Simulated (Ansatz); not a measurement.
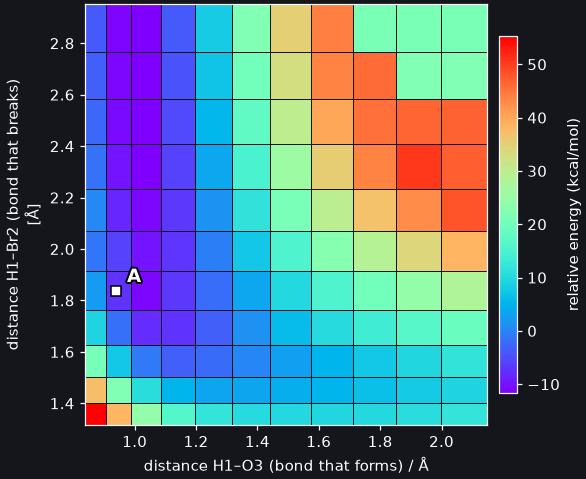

The reacting system CH₄BrO (fragments BrH + CH₃O where the first distance is long, CH₄O + Br where the second is long), spin multiplicity 2. 
- First axis: distance H1–O3 (bond that forms). Second axis: distance H1–Br2 (bond that breaks).
- Relaxed at each point: all other coordinates.
- The scan uses an 11 × 11 grid.
- Points are written as (first, second).
- All energies are given in kcal/mol relative to a guessed transition structure relaxed with its forming and breaking bonds held.
- Energies and slopes of some neighbouring points disagree (a jump in structure or state, or too coarse a mesh).
- Method: UKS SPW92 (LDA)/def2-SVP (Ansatz).

The picture shows one coloured cell a grid point, the point A.

Q: Which way does the force act at A, and how strong is it?

A: A, at (0.940 Å, 1.836 Å), is not a stationary point. The computed force is 91 kcal/mol for each Å towards larger values of the first coordinate and 25 kcal/mol for each Å towards larger values of the second coordinate.
